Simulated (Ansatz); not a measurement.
# SiH4O3 (SMILES O[SiH](O)O) at CCSD(T)/6-311+G(d,p)

What is the vertical electron affinity of SiH4O3 at CCSD(T)/6-311+G**? 

The results are computed with Ansatz 0.2.0.

30 further runs of the same task are left out: 30 set aside as unsound or not needed. Runs told in other sessions of the task aren't counted.

### 1 Starting point

SiH4O3: 8 atoms, total charge 0, spin state singlet. SMILES: `O[SiH](O)O`. The coordinates come from a PBE0-D4/def2-TZVP relaxation. This is one conformer, not always the lowest.

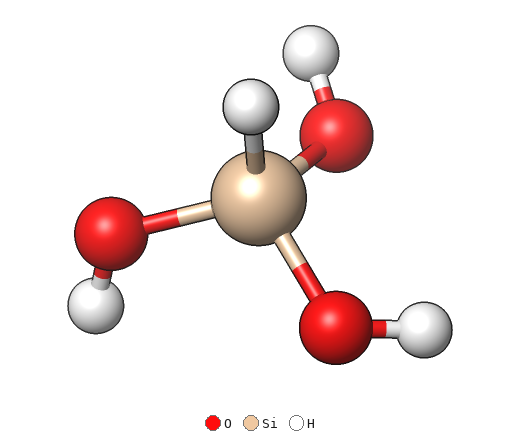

The structure, seen from a chosen angle (oxygen red, silicon light orange, hydrogen white).

### 2 A single-point energy at CCSD(T)/6-311+G(d,p)

Contents of in.yaml:

```yaml
crystal:
  periodic: [false, false, false]
  atoms:
    - symbol: O
      position_ang: [0.057900, 1.618800, -0.225000]
    - symbol: Si
      position_ang: [-0.171600, 0.082600, 0.269200]
    - symbol: O
      position_ang: [1.169300, -0.861100, 0.196500]
    - symbol: O
      position_ang: [-1.250800, -0.639700, -0.721300]
    - symbol: H
      position_ang: [0.176800, 1.769800, -1.164500]
    - symbol: H
      position_ang: [-0.642800, 0.209400, 1.662000]
    - symbol: H
      position_ang: [1.894900, -0.655000, 0.786800]
    - symbol: H
      position_ang: [-1.141700, -1.581700, -0.859700]
basis:
  gaussian:
    orbitals: 6-311+G_st__st_-spherical.json
total_charge: 0
accuracy: high
correlation:
  method: ccsd_t
  frozen_orbitals: {H: 0, O: 1, Si: 5}
scf:
  omitted_lower_state_checks: [cluster_reference, increment]
```

The basis set 6-311+G** is read from a file made from the Basis Set Exchange's data (not shown).

The run is started by

```sh
$ ansatz run in.yaml --threads 1 --pin off --max-ram 3480MiB --events-out events.jsonl --progress --plain --runs-dir runs
```

Output, shortened:

```text
Warning: RAYON_NUM_THREADS=1 ignored (pool sized by the plan → 1); use --threads N
Functional definition: HF
  name "HF"
[...]
2260 factors; integrals over basis functions are off by at most 4.0e-9 eV
[...]
mean field -14043.30987102 eV, -516.0821188625 hartree, gradient 2.8e-8 eV, S^2 0.000000; 0 other end points of the search recorded, 0 dependent functions left out
8 core orbitals not correlated: weight in the atoms' cores, before any rotation towards them, 1.000 or more for the frozen orbitals, at most 0.000 for the correlated occupied ones
reference -14043.30987102 eV, -516.0821188625 hartree; 13, 13 occupied and 99, 99 virtual orbitals, 2260 factors
second order -19.33712448 eV of doubles, -0.00000000 eV of singles
cycle   1  -19.22064787 eV  change    1.2e-1 eV  update   9.6e-2
[...]
cycle  20  -19.77923261 eV  change    2.1e-9 eV  update   2.0e-9
perturbative correction -0.55450173 eV, -0.0203775627 hartree
Total energy: -14063.64360536 eV, -516.8293698168 hartree
Checks for a lower state left out: cluster_reference, increment
```

Wall time 74 s (1 thread of Arm Neoverse V2, shared host); peak memory 1.1 GiB.

### 3 The doublet anion at the same level

Contents of in.yaml:

```yaml
crystal:
  periodic: [false, false, false]
  atoms:
    - {symbol: O, position_ang: [0.057900, 1.618800, -0.225000]}
    - {symbol: Si, position_ang: [-0.171600, 0.082600, 0.269200]}
    - {symbol: O, position_ang: [1.169300, -0.861100, 0.196500]}
    - {symbol: O, position_ang: [-1.250800, -0.639700, -0.721300]}
    - {symbol: H, position_ang: [0.176800, 1.769800, -1.164500]}
    - {symbol: H, position_ang: [-0.642800, 0.209400, 1.662000]}
    - {symbol: H, position_ang: [1.894900, -0.655000, 0.786800]}
    - {symbol: H, position_ang: [-1.141700, -1.581700, -0.859700]}
basis:
  gaussian: {orbitals: 6-311+G_st__st_-spherical.json}
accuracy: high
magnetization: {spin_polarized: true, initial_magnetization: 1}
total_charge: -1
correlation: {method: ccsd_t, frozen_orbitals: {H: 0, O: 1, Si: 5}}
scf: {omitted_lower_state_checks: [cluster_reference, increment]}
```

The basis set 6-311+G** is read from a file made from the Basis Set Exchange's data (not shown).

The run is started by

```sh
$ ansatz run in.yaml --threads 1 --pin off --max-ram 3480MiB --events-out events.jsonl --progress --plain --runs-dir runs
```

Output:

```text
Warning: RAYON_NUM_THREADS=1 ignored (pool sized by the plan → 1); use --threads N
[... 15 lines left out ...]
8 core orbitals not correlated: weight in the atoms' cores, before any rotation towards them, 1.000 or more for the frozen orbitals, at most 0.000 for the correlated occupied ones
[... 35 lines left out ...]
Total energy: -14062.47116702 eV, -516.7862835028 hartree
Checks for a lower state left out: cluster_reference, increment
```

Wall time 6.8 min (1 thread of Arm Neoverse V2, shared host); peak memory 2.7 GiB.

### 4 Outcome

At CCSD(T)/6-311+G**, 8 core orbitals frozen:

| quantity | value |
| --- | --- |
| singlet SiH4O3: total energy | -516.82937 Eh |
| singlet SiH4O3: correlation energy (8 core orbitals frozen) | -747.3 mEh |
| singlet SiH4O3: (T) correction | -20.38 mEh |
| singlet SiH4O3: T1 diagnostic | 0.013 |
| doublet anion: total energy | -516.78628 Eh |
| doublet anion: correlation energy (8 core orbitals frozen) | -760.3 mEh |
| doublet anion: (T) correction | -22.12 mEh |
| doublet anion: ⟨S²⟩ of the reference determinant | 0.751 |
| doublet anion: T1 diagnostic | 0.039 |
| vertical electron affinity (to the doublet anion) | -1.172 eV |

What this shows: The anion lies 1.17 eV (113 kJ/mol) above the neutral: the electron isn't bound at this level, and such a value depends on the basis. The triples (singlet SiH4O3) make up 2.7 % of the correlation energy. The triples (doublet anion) make up 2.9 % of the correlation energy.
